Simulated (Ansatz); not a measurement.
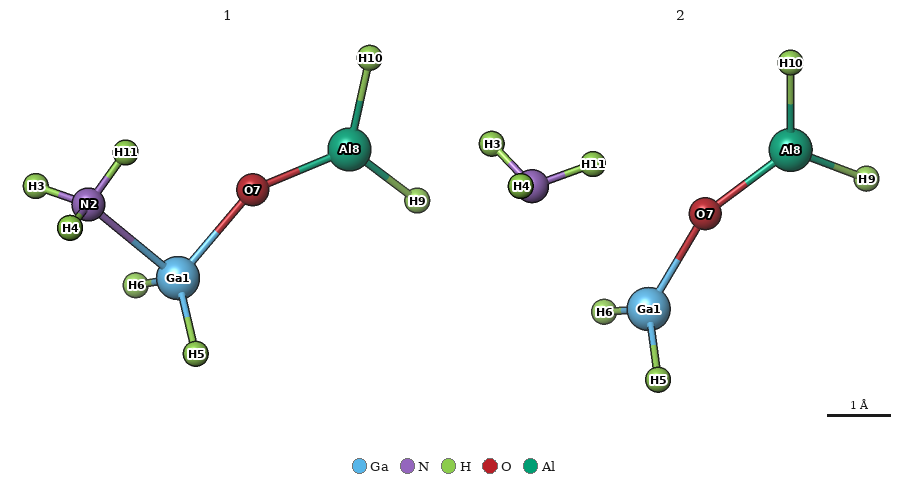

Two geometries of GaAlNH$_{7}$O, drawn at one scale. One is the start of a relaxation, the other its converged end. Style: ball-and-stick. Shown at a tilt.

The calculation used Ansatz, RKS PBE/def2-SVP. Settings: no spin polarisation; force threshold 0.03 eV/Å; at most 50 steps.

> Which of the two is the end point?

Structure 1 is the relaxed one. The run prepares an end point of a later path (reaction) calculation, from a guessed geometry. The largest moves after the best rigid fit, 0.72 Å, are those of H3 and H4. By element the largest moves are H 0.72 Å, Ga 0.63 Å, O 0.39 Å, N 0.36 Å, Al 0.20 Å. Near-neighbour distances that change, for instance: Ga1–N2 3.110 → 2.154 Å, Ga1–O7 1.805 → 1.854 Å, N2–H11 1.045 → 1.033 Å, Ga1–H5 1.573 → 1.585 Å. New bonds form, among them: Ga1–N2 (3.11 → 2.15 Å). Bond angles that change, for instance: H5–Ga1–H6 129.7° → 125.5°, Ga1–O7–Al8 151.2° → 148.2°. Over 11 accepted moves (12 points after the start) the energy falls by 16.2 kcal/mol. Largest force component: 0.7 eV/Å at the start, 0.028 eV/Å at the end. The line search rejected the trial step at point 9 of the run.

Limits of the set-up: the start holds two separate molecules, 2.2 Å apart at their closest, whose relative position is a soft coordinate and is computed without a dispersion correction.
